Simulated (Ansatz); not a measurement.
# C₂H₉InSe: one molecule under many settings

Aim: run C₂H₉InSe under a spread of inputs, and see what each costs and gives.

Program: Ansatz 0.2.0, Gaussian basis. Level of theory: the settings change from run to run. These are calculated values, not measurements.

## 1. The molecule

The structure was relaxed beforehand with PBE0-D4 in a triple-zeta def2 set. In takes a core potential in def2 sets; no spin-orbit term is included.

SMILES `[CH3][InH-]([CH3])[SeH2+]`, 13 atoms, charge 0, spin multiplicity 1.

Atoms are counted from 1 here; the program's logs count them from 0.

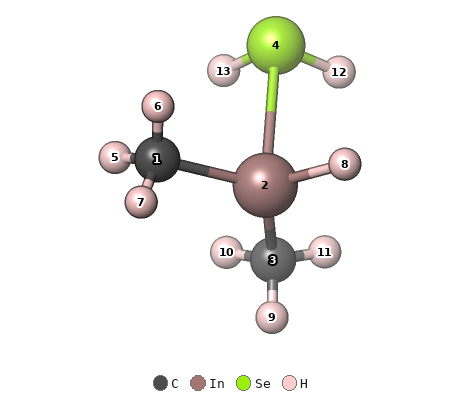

The structure; carbon dark grey, indium brown, selenium green, hydrogen pink; atoms are numbered from 1 in the order of the file.

As a file:

```
C    -1.3087    1.5570   -0.7669
In   -0.5366   -0.4591   -0.5662
C     1.5984   -0.8022   -0.7481
Se   -0.5705   -0.4386    2.4428
H    -0.6087    2.2904   -0.3617
H    -2.2689    1.6657   -0.2598
H    -1.4615    1.7898   -1.8237
H    -1.6252   -1.8148   -0.6466
H     1.8735   -0.8801   -1.8030
H     2.1674    0.0233   -0.3153
H     1.8948   -1.7314   -0.2579
H     0.2492   -1.6512    2.5558
H     0.6170    0.4164    2.5656
```

## 2. PBE0/def2-SVPD

This run has charge +1, multiplicity 2.

Input file in.yaml:

```yaml
crystal:
  periodic: [false, false, false]
  atoms:
    - {symbol: C, position_ang: [-1.308684, 1.557037, -0.766943]}
    - {symbol: In, position_ang: [-0.536571, -0.459082, -0.566174]}
    - {symbol: C, position_ang: [1.598408, -0.802165, -0.748088]}
    - {symbol: Se, position_ang: [-0.570452, -0.438556, 2.442762]}
    - {symbol: H, position_ang: [-0.608720, 2.290373, -0.361688]}
    - {symbol: H, position_ang: [-2.268922, 1.665710, -0.259784]}
    - {symbol: H, position_ang: [-1.461487, 1.789824, -1.823749]}
    - {symbol: H, position_ang: [-1.625156, -1.814799, -0.646647]}
    - {symbol: H, position_ang: [1.873516, -0.880061, -1.803032]}
    - {symbol: H, position_ang: [2.167407, 0.023321, -0.315332]}
    - {symbol: H, position_ang: [1.894844, -1.731411, -0.257864]}
    - {symbol: H, position_ang: [0.249166, -1.651194, 2.555807]}
    - {symbol: H, position_ang: [0.617048, 0.416404, 2.565632]}
basis:
  gaussian: {orbitals: def2-SVPD}
total_charge: 1
magnetization: {spin_polarized: true, initial_magnetization: 1}
hamiltonian: {xc: {name: PBE0}}
output: {forces: true}
```

Run with:

```
$ ansatz run in.yaml --threads 4 --pin off --events-out ev --progress --plain --max-ram 11315MiB
```

What it wrote (excerpt; [...] marks lines left out):

```text
Functional definition: PBE0
  name "PBE0"
  cite "Adamo & Barone, J. Chem. Phys. 110, 6158 (1999) doi:10.1063/1.478522"
  cite "Perdew, Burke & Ernzerhof, Phys. Rev. Lett. 77, 3865 (1996) doi:10.1103/PhysRevLett.77.3865"
  parent pbe
[...]
1932 factors; integrals over basis functions are off by at most 1.2e-3 eV
[...]
mean field -72715.02993244 eV, -2672.2280619995 hartree, gradient 1.2e-5 eV, S^2 0.769591; 6 other end points of the search recorded, 0 dependent functions left out
[...]
reference -72715.02999247 eV, -2672.2280642056 hartree; 38, 37 occupied and 147, 148 virtual orbitals, 1932 factors
Total energy: -72715.02999247 eV, -2672.2280642056 hartree
Atom 0 at    -1.308684     1.557037    -0.766943 Å, force     0.175106     2.182076    -0.508653 eV/Å
Atom 1 at    -0.536571    -0.459082    -0.566174 Å, force    -1.618565    -1.742968     0.835441 eV/Å
Atom 2 at     1.598408    -0.802165    -0.748088 Å, force     2.307633     0.541731    -0.438540 eV/Å
Atom 3 at    -0.570452    -0.438556     2.442762 Å, force    -0.067595     0.043812    -0.278236 eV/Å
Atom 4 at    -0.608720     2.290373    -0.361688 Å, force     0.336610    -0.051423     0.151870 eV/Å
Atom 5 at    -2.268922     1.665710    -0.259784 Å, force    -0.248841    -0.790365     0.454679 eV/Å
Atom 6 at    -1.461487     1.789824    -1.823749 Å, force     0.178271    -0.377378    -0.393884 eV/Å
Atom 7 at    -1.625156    -1.814799    -0.646647 Å, force     0.189935     0.182697    -0.100528 eV/Å
Atom 8 at     1.873516    -0.880061    -1.803032 Å, force    -0.454961     0.111635    -0.418097 eV/Å
Atom 9 at     2.167407     0.023321    -0.315332 Å, force    -0.161398     0.327747     0.165097 eV/Å
Atom 10 at     1.894844    -1.731411    -0.257864 Å, force    -0.741947    -0.393454     0.419781 eV/Å
Atom 11 at     0.249166    -1.651194     2.555807 Å, force     0.024542    -0.127761     0.025404 eV/Å
Atom 12 at     0.617048     0.416404     2.565632 Å, force     0.081211     0.093650     0.085665 eV/Å
Dipole moment:     0.519338     0.345778    -0.270964 e Å
```

It took 22 s on 4 threads of Arm Neoverse V1, shared host; peak memory 0.91 GiB.

Largest force 2.521 eV/Å, ⟨S²⟩ 0.770.

## 3. PBE/def2-TZVPD

Set apart from the defaults: D3(BJ) with three-body dispersion.

Changes to in.yaml since step 2:

```diff
@@ -17,6 +17,4 @@
 basis:
-  gaussian: {orbitals: def2-SVPD}
-total_charge: 1
-magnetization: {spin_polarized: true, initial_magnetization: 1}
-hamiltonian: {xc: {name: PBE0}}
+  gaussian: {orbitals: def2-TZVPD}
+hamiltonian: {xc: {name: PBE}, dispersion: d3bjatm}
 output: {forces: true}
```

Same command.

What it wrote (excerpt; [...] marks lines left out):

```text
Functional definition: PBE
  name "PBE"
  cite "Perdew, Burke & Ernzerhof, Phys. Rev. Lett. 77, 3865 (1996) doi:10.1103/PhysRevLett.77.3865"
  parent pbe
[...]
1661 factors; their error is unknown
[...]
mean field -72731.53816092 eV, -2672.8347282066 hartree, gradient 2.7e-5 eV, S^2 0.000000; 0 other end points of the search recorded, 0 dependent functions left out
[...]
reference -72731.53823803 eV, -2672.8347310404 hartree; 38, 38 occupied and 230, 230 virtual orbitals, 1661 factors
Total energy: -72731.80602783 eV, -2672.8445721339 hartree
Atom 0 at    -1.308684     1.557037    -0.766943 Å, force    -0.003759     0.002924     0.012183 eV/Å
Atom 1 at    -0.536571    -0.459082    -0.566174 Å, force    -0.030796    -0.054083    -0.003548 eV/Å
Atom 2 at     1.598408    -0.802165    -0.748088 Å, force     0.001872    -0.000717     0.002169 eV/Å
Atom 3 at    -0.570452    -0.438556     2.442762 Å, force    -0.423332     0.073417    -0.003201 eV/Å
Atom 4 at    -0.608720     2.290373    -0.361688 Å, force     0.155682     0.146004     0.089593 eV/Å
Atom 5 at    -2.268922     1.665710    -0.259784 Å, force    -0.202294     0.014852     0.109592 eV/Å
Atom 6 at    -1.461487     1.789824    -1.823749 Å, force    -0.027813     0.034957    -0.226230 eV/Å
Atom 7 at    -1.625156    -1.814799    -0.646647 Å, force    -0.092913    -0.112659    -0.000872 eV/Å
Atom 8 at     1.873516    -0.880061    -1.803032 Å, force     0.047604    -0.015052    -0.225159 eV/Å
Atom 9 at     2.167407     0.023321    -0.315332 Å, force     0.107547     0.179672     0.095723 eV/Å
Atom 10 at     1.894844    -1.731411    -0.257864 Å, force     0.050677    -0.196623     0.107493 eV/Å
Atom 11 at     0.249166    -1.651194     2.555807 Å, force     0.176407    -0.210619     0.018915 eV/Å
Atom 12 at     0.617048     0.416404     2.565632 Å, force     0.241118     0.137927     0.023341 eV/Å
Dipole moment:     0.203718     0.051790     0.484426 e Å
```

It took 4.7 s on 4 threads of Arm Neoverse V1, shared host.

Largest force 0.430 eV/Å, dipole 2.54 D.

## 4. SPW92/def2-TZVPD

Set apart from the defaults: finite nuclei, a point charge of 2.00 e beside it.

Changes to in.yaml since step 3:

```diff
@@ -17,4 +17,3 @@
 basis:
-  gaussian: {orbitals: def2-TZVPD}
-hamiltonian: {xc: {name: PBE}, dispersion: d3bjatm}
-output: {forces: true}
+  gaussian: {orbitals: def2-TZVPD, nuclear_model: gaussian, point_charges: [{charge: 2.00, position_ang: [7.080, 0.513, 0.528]}]}
+hamiltonian: {xc: {name: SPW92}}
```

Launched as before.

What it wrote:

```text
Functional definition: SPW92
  name "SPW92"
  cite "Dirac, Proc. Camb. Phil. Soc. 26, 376 (1930) doi:10.1017/S0305004100016108"
  cite "Slater, Phys. Rev. 81, 385 (1951) doi:10.1103/PhysRev.81.385"
  cite "Perdew & Wang, Phys. Rev. B 45, 13244 (1992) doi:10.1103/PhysRevB.45.13244"
  exchange = slater_x
  correlation = pw_c
1661 factors; their error is unknown
mean field evaluation 1: about -72598.2863 eV, gradient 1.0e2 eV
mean field evaluation 2: about -72516.2421 eV, gradient 1.6e2 eV
mean field evaluation 4: about -72619.8006 eV, gradient 2.2e1 eV
mean field evaluation 8: about -72620.9254 eV, gradient 3.8e-1 eV
mean field evaluation 16: about -72620.8910 eV, gradient 5.9e-4 eV
mean field -72620.89102126 eV, -2668.7685208235 hartree, gradient 6.4e-5 eV, S^2 0.000000; 0 other end points of the search recorded, 0 dependent functions left out
reference -72620.89110278 eV, -2668.7685238193 hartree; 38, 38 occupied and 230, 230 virtual orbitals, 1661 factors
Total energy: -72620.89110278 eV, -2668.7685238193 hartree
```

It took 2.3 s on 4 threads of Arm Neoverse V1, shared host.

## 5. wB97X-V/def2-SVPD

Changes to in.yaml since step 4:

```diff
@@ -17,3 +17,4 @@
 basis:
-  gaussian: {orbitals: def2-TZVPD, nuclear_model: gaussian, point_charges: [{charge: 2.00, position_ang: [7.080, 0.513, 0.528]}]}
-hamiltonian: {xc: {name: SPW92}}
+  gaussian: {orbitals: def2-SVPD}
+hamiltonian: {xc: {name: wB97X-V}}
+output: {forces: true}
```

Same command.

What it wrote (excerpt; [...] marks lines left out):

```text
Functional definition: wB97X-V
  name "wB97X-V"
  cite "Mardirossian & Head-Gordon, Phys. Chem. Chem. Phys. 16, 9904 (2014) doi:10.1039/C3CP54374A"
  cite "Becke, J. Chem. Phys. 107, 8554 (1997) doi:10.1063/1.475007"
  cite "Vydrov & Van Voorhis, J. Chem. Phys. 133, 244103 (2010) doi:10.1063/1.3521275"
[...]
      + integral(e_c_pw_opposite_spin*poly(b97_u_opposite, cos0, cos1)) + vv10(b, c)
1932 factors; integrals over basis functions are off by at most 1.2e-3 eV
661 factors; integrals over basis functions are off by at most 1.3e-5 eV
[...]
mean field -72727.15362545 eV, -2672.6735994998 hartree, gradient 3.5e-5 eV, S^2 0.000000; 0 other end points of the search recorded, 0 dependent functions left out
[...]
reference -72727.15362170 eV, -2672.6735993623 hartree; 38, 38 occupied and 147, 147 virtual orbitals, 1932 factors
Total energy: -72727.15362170 eV, -2672.6735993623 hartree
[...]
Atom 3 at    -0.570452    -0.438556     2.442762 Å, force     0.090721    -0.001150     0.015640 eV/Å
Atom 4 at    -0.608720     2.290373    -0.361688 Å, force     0.195424     0.251308     0.123393 eV/Å
Atom 5 at    -2.268922     1.665710    -0.259784 Å, force    -0.295278     0.068678     0.150917 eV/Å
Atom 6 at    -1.461487     1.789824    -1.823749 Å, force    -0.053403     0.103087    -0.298758 eV/Å
Atom 7 at    -1.625156    -1.814799    -0.646647 Å, force    -0.004339    -0.007770    -0.010134 eV/Å
Atom 8 at     1.873516    -0.880061    -1.803032 Å, force     0.112403    -0.025060    -0.296347 eV/Å
Atom 9 at     2.167407     0.023321    -0.315332 Å, force     0.203623     0.236997     0.129810 eV/Å
Atom 10 at     1.894844    -1.731411    -0.257864 Å, force     0.127736    -0.277323     0.144951 eV/Å
Atom 11 at     0.249166    -1.651194     2.555807 Å, force    -0.037106    -0.006774     0.003818 eV/Å
Atom 12 at     0.617048     0.416404     2.565632 Å, force    -0.033470     0.017431     0.008118 eV/Å
Dipole moment:     0.217483     0.042292     0.478416 e Å
```

Wall time 15 s (4 threads of Arm Neoverse V1, shared host); peak memory 0.9 GiB.

Largest force 0.400 eV/Å, dipole 2.53 D.

## 6. B97/def2-TZVPD

Set apart from the defaults: multiplicity 3, density fitting with def2-universal-jkfit.

Changes to in.yaml since step 5:

```diff
@@ -17,4 +17,4 @@
 basis:
-  gaussian: {orbitals: def2-SVPD}
-hamiltonian: {xc: {name: wB97X-V}}
-output: {forces: true}
+  gaussian: {orbitals: def2-TZVPD, fitting: {mean_field: def2-universal-jkfit}}
+magnetization: {spin_polarized: true, initial_magnetization: 2}
+hamiltonian: {xc: {name: B97}}
```

Same command.

What it wrote (excerpt; [...] marks lines left out):

```text
Functional definition: B97
  name "B97"
  cite "Becke, J. Chem. Phys. 107, 8554 (1997) doi:10.1063/1.475007"
[...]
      + integral(e_c_pw_opposite_spin*poly(b97_u_opposite, cos0, cos1, cos2))
796 factors; integrals over basis functions are off by at most 6.4e-1 eV
[...]
mean field -72736.43864243 eV, -2673.0148175806 hartree, gradient 9.8e-6 eV, S^2 2.013896; 10 other end points of the search recorded, 0 dependent functions left out
reference -72736.43874658 eV, -2673.0148214078 hartree; 39, 37 occupied and 229, 231 virtual orbitals, 796 factors
Total energy: -72736.43874658 eV, -2673.0148214078 hartree
```

Run time: 1.8 min. Hardware: 4 threads of Arm Neoverse V1, shared host; peak memory 1.2 GiB.

⟨S²⟩ 2.014.

## 7. LC-wPBE/def2-TZVPP

Changes to in.yaml since step 6:

```diff
@@ -17,4 +17,3 @@
 basis:
-  gaussian: {orbitals: def2-TZVPD, fitting: {mean_field: def2-universal-jkfit}}
-magnetization: {spin_polarized: true, initial_magnetization: 2}
-hamiltonian: {xc: {name: B97}}
+  gaussian: {orbitals: def2-TZVPP}
+hamiltonian: {xc: {name: LC-wPBE}}
```

Same command.

What it wrote (excerpt; [...] marks lines left out):

```text
Functional definition: LC-wPBE
  name "LC-wPBE"
  cite "Vydrov & Scuseria, J. Chem. Phys. 125, 234109 (2006) doi:10.1063/1.2409292"
  cite "Heyd & Scuseria, J. Chem. Phys. 120, 7274 (2004) doi:10.1063/1.1668634"
  cite "Ernzerhof & Perdew, J. Chem. Phys. 109, 3313 (1998) doi:10.1063/1.476928"
  cite "Perdew, Burke & Ernzerhof, Phys. Rev. Lett. 77, 3865 (1996) doi:10.1103/PhysRevLett.77.3865"
  parent pbe
[...]
1666 factors; their error is unknown
551 factors; integrals over basis functions are off by at most 2.0e-5 eV
[...]
mean field -72735.65598382 eV, -2672.9860554068 hartree, gradient 2.7e-5 eV, S^2 0.000000; 0 other end points of the search recorded, 0 dependent functions left out
reference -72735.65598382 eV, -2672.9860554072 hartree; 38, 38 occupied and 248, 248 virtual orbitals, 1666 factors
Total energy: -72735.65598382 eV, -2672.9860554072 hartree
```

Run time: 4.2 s. Hardware: 4 threads of Arm Neoverse V1, shared host; peak memory 0.65 GiB.

## 8. B2GP-PLYP/def2-SVPD

This run has multiplicity 3, high accuracy.

Changes to in.yaml since step 7:

```diff
@@ -17,3 +17,6 @@
 basis:
-  gaussian: {orbitals: def2-TZVPP}
-hamiltonian: {xc: {name: LC-wPBE}}
+  gaussian: {orbitals: def2-SVPD}
+magnetization: {spin_polarized: true, initial_magnetization: 2}
+hamiltonian: {xc: {name: B2GP-PLYP}}
+accuracy: high
+output: {forces: true}
```

Same command.

What it wrote (excerpt; [...] marks lines left out):

```text
Functional definition: B2GP-PLYP
  name "B2GP-PLYP"
  cite "Karton, Tarnopolsky, Lamère, Schatz & Martin, J. Phys. Chem. A 112, 12868 (2008) doi:10.1021/jp801805p"
  cite "Becke, Phys. Rev. A 38, 3098 (1988) doi:10.1103/PhysRevA.38.3098"
  cite "Lee, Yang & Parr, Phys. Rev. B 37, 785 (1988) doi:10.1103/PhysRevB.37.785"
[...]
3886 factors; integrals over basis functions are off by at most 4.8e-9 eV
[...]
mean field -72694.00408459 eV, -2671.4553763430 hartree, gradient 5.4e-8 eV, S^2 2.011702; 5 other end points of the search recorded, 0 dependent functions left out
15 core orbitals not correlated: weight in the atoms' cores, before any rotation towards them, 1.000 or more for the frozen orbitals, at most 0.000 for the correlated occupied ones
reference -72694.00411079 eV, -2671.4553773057 hartree; 24, 22 occupied and 146, 148 virtual orbitals, 3886 factors
[...]
Atom 3 at    -0.570452    -0.438556     2.442762 Å, force    -4.877400     1.000245    -0.438372 eV/Å
Atom 4 at    -0.608720     2.290373    -0.361688 Å, force     0.098050     0.131248     0.081909 eV/Å
Atom 5 at    -2.268922     1.665710    -0.259784 Å, force    -0.145978     0.031309     0.092325 eV/Å
Atom 6 at    -1.461487     1.789824    -1.823749 Å, force    -0.010389    -0.002028    -0.238724 eV/Å
Atom 7 at    -1.625156    -1.814799    -0.646647 Å, force     0.005228    -0.013443     0.042900 eV/Å
Atom 8 at     1.873516    -0.880061    -1.803032 Å, force    -0.107943     0.006118    -0.250433 eV/Å
Atom 9 at     2.167407     0.023321    -0.315332 Å, force     0.117084     0.108590     0.071297 eV/Å
Atom 10 at     1.894844    -1.731411    -0.257864 Å, force     0.088172    -0.138462     0.080847 eV/Å
Atom 11 at     0.249166    -1.651194     2.555807 Å, force     2.376899    -1.591983     0.361959 eV/Å
Atom 12 at     0.617048     0.416404     2.565632 Å, force     2.685082     0.601018     0.404820 eV/Å
Dipole moment:     0.147796     0.078265     0.178530 e Å
```

Run time: 3.1 min. Hardware: 4 threads of Arm Neoverse V1, shared host; peak memory 1.9 GiB.

Largest force 4.998 eV/Å, dipole 1.17 D, ⟨S²⟩ 2.012.

## 9. SVWN5/def2-TZVPD

Set apart from the defaults: charge +1, multiplicity 2, atoms shaken by 0.15 Å, the search for lower states set to off.

Input file in.yaml:

```yaml
crystal:
  periodic: [false, false, false]
  atoms:
    - {symbol: C, position_ang: [-1.592422, 1.655232, -0.697656]}
    - {symbol: In, position_ang: [-0.355785, -0.454979, -0.858820]}
    - {symbol: C, position_ang: [1.590218, -0.763435, -0.855940]}
    - {symbol: Se, position_ang: [-0.565576, -0.707558, 2.065726]}
    - {symbol: H, position_ang: [-0.692884, 2.058032, -0.248599]}
    - {symbol: H, position_ang: [-2.054745, 1.631340, -0.172583]}
    - {symbol: H, position_ang: [-1.536222, 1.654579, -1.578878]}
    - {symbol: H, position_ang: [-1.542446, -1.780200, -0.781972]}
    - {symbol: H, position_ang: [1.858690, -0.879249, -2.069197]}
    - {symbol: H, position_ang: [2.311566, -0.037326, -0.264070]}
    - {symbol: H, position_ang: [1.895613, -1.660248, -0.390493]}
    - {symbol: H, position_ang: [-0.167392, -1.597156, 2.731000]}
    - {symbol: H, position_ang: [0.725001, 0.527622, 2.350044]}
basis:
  gaussian: {orbitals: def2-TZVPD}
total_charge: 1
magnetization: {spin_polarized: true, initial_magnetization: 1}
hamiltonian: {xc: {name: SVWN5}}
scf: {lower_state_search: off}
output: {forces: true}
```

The command is unchanged.

What it wrote (excerpt; [...] marks lines left out):

```text
Functional definition: SVWN5
  name "SVWN5"
  cite "Dirac, Proc. Camb. Phil. Soc. 26, 376 (1930) doi:10.1017/S0305004100016108"
  cite "Slater, Phys. Rev. 81, 385 (1951) doi:10.1103/PhysRev.81.385"
  cite "Vosko, Wilk & Nusair, Can. J. Phys. 58, 1200 (1980) doi:10.1139/p80-159"
[...]
1661 factors; their error is unknown
[...]
mean field -72602.34028495 eV, -2668.0867938381 hartree, gradient 3.6e-6 eV, S^2 0.754719; 0 other end points of the search recorded, 0 dependent functions left out
[...]
reference -72602.34034885 eV, -2668.0867961865 hartree; 38, 37 occupied and 230, 231 virtual orbitals, 1661 factors
Total energy: -72602.34034885 eV, -2668.0867961865 hartree
Atom 0 at    -1.592422     1.655232    -0.697656 Å, force    32.763748     0.857141   -21.469845 eV/Å
Atom 1 at    -0.355785    -0.454979    -0.858820 Å, force    -2.147967    -0.605518     1.211335 eV/Å
[...]
Atom 5 at    -2.054745     1.631340    -0.172583 Å, force   -32.803057    -2.092240    34.137902 eV/Å
Atom 6 at    -1.536222     1.654579    -1.578878 Å, force    -0.565383     0.397775   -13.035687 eV/Å
Atom 7 at    -1.542446    -1.780200    -0.781972 Å, force    -0.247675     0.649980    -0.251085 eV/Å
Atom 8 at     1.858690    -0.879249    -2.069197 Å, force    -0.110921     0.547903     3.023105 eV/Å
Atom 9 at     2.311566    -0.037326    -0.264070 Å, force    -1.280427    -0.660849    -1.621020 eV/Å
Atom 10 at     1.895613    -1.660248    -0.390493 Å, force    -0.246920    -1.837403     0.604365 eV/Å
Atom 11 at    -0.167392    -1.597156     2.731000 Å, force     4.994168    -9.935320     7.482757 eV/Å
Atom 12 at     0.725001     0.527622     2.350044 Å, force    -2.116882    -2.462446    -0.269820 eV/Å
Dipole moment:     0.209898     0.325733    -0.130184 e Å
Checks for a lower state left out: stability, starts, cluster_reference, orbital_swaps, neighbouring_geometries, increment
```

It took 3.7 s on 4 threads of Arm Neoverse V1, shared host.

Largest force 47.390 eV/Å, ⟨S²⟩ 0.755.

## 10. The runs in one table

```csv
level,charge,multiplicity,geometry,functions,energy (eV),time
PBE0/def2-SVPD,1,2,relaxed,185,-72715.030,22 s
PBE/def2-TZVPD,0,1,relaxed,268,-72731.806,4.7 s
SPW92/def2-TZVPD,0,1,"relaxed, point charge",268,-72620.891,2.3 s
wB97X-V/def2-SVPD,0,1,relaxed,185,-72727.154,15 s
B97/def2-TZVPD,0,3,relaxed,268,-72736.439,1.8 min
LC-wPBE/def2-TZVPP,0,1,relaxed,286,-72735.656,4.2 s
B2GP-PLYP/def2-SVPD,0,3,relaxed,185,-72701.578,3.1 min
SVWN5/def2-TZVPD,1,2,shaken,268,-72602.340,3.7 s
```

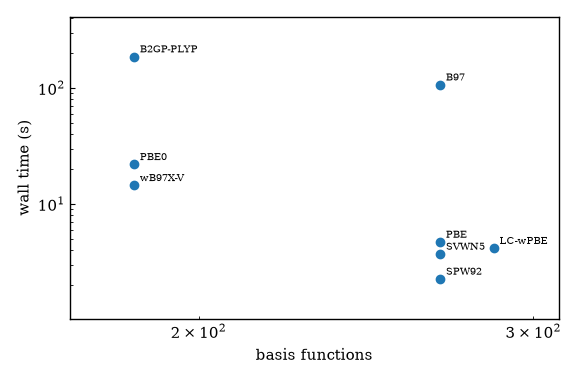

Wall time against the number of basis functions (shared host).

## 11. Results

```
                                         quantity                         value
                                             runs                             8
                                         quickest       SPW92/def2-TZVPD, 2.3 s
                                          slowest  B2GP-PLYP/def2-SVPD, 3.1 min
spread of total energies, same state and geometry                        8.5 eV
                  dipole, same state and geometry                2.53 to 2.54 D
```

In words: B2GP-PLYP/def2-SVPD took 83 times as long as SPW92/def2-TZVPD. The jobs differ in tasks and options as well as level. Total energies at one charge and spin differ by 9 eV between levels, so only differences within one level mean anything. At the PBE0-D4/def2-TZVP geometry and in the same state, the sound runs without point charges leave forces up to 0.43 eV/Å (PBE/def2-TZVPD).
